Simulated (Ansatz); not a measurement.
**A ladder of methods for InNH2F2 (SMILES [NH2][In]([F])[F])**

InNH2F2 has 6 atoms, charge 0, and is taken as a singlet. As SMILES, `[NH2][In]([F])[F]`. The shape was relaxed beforehand at r2SCAN/def2-SVP.

Each level gives the adiabatic ionisation energy (to the doublet cation, shapes relaxed at r2SCAN/def2-SVP, no zero-point term) (eV). The values are calculated.

```tsv
level	kind	program	value (eV)	less CCSD(T)/def2-SVP	CPU time (all runs)
HF/def2-SVP (core potential)	Hartree–Fock	Ansatz	8.10	-1.08	1.8 s
SVWN5/def2-SVP (core potential)	LDA	Ansatz	10.02	+0.84	2.9 s
BLYP/def2-SVP (core potential)	GGA	Ansatz	9.40	+0.22	5.4 s
PBE/def2-SVP (core potential)	GGA	Ansatz	9.55	+0.37	5.4 s
B3LYP/def2-SVP (core potential)	global hybrid	Ansatz	9.58	+0.40	5.4 s
B2PLYP/def2-SVP (core potential)	double hybrid	Ansatz	9.41	+0.23	7.2 s
RPA@PBE/def2-SVP (core potential)	RPA	Ansatz	9.30	+0.12	8.9 s
MP2/def2-SVP (core potential)	perturbation theory	Ansatz	9.30	+0.12	2.2 s
CCSD(T)/def2-SVP (core potential)	coupled cluster or CI	Ansatz	9.18	0.00	30 s
```

Differences are taken from CCSD(T)/def2-SVP (core potential) for orientation; it has basis-set and higher-order errors of its own. Spin-orbit coupling, which can split open shells on such heavy atoms by tenths of an eV, is left out. The values span 8.10 to 10.02 eV. In the correlated wave-function rows the outer d shell of In is correlated, in sets not made for it. Times are those of the runs behind each value, whatever else they computed, on shared processors of several kinds: orders of magnitude only.

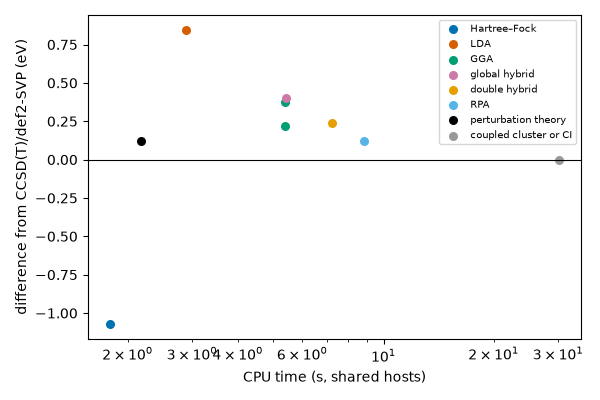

Difference from CCSD(T)/def2-SVP against processor time, one point a level.
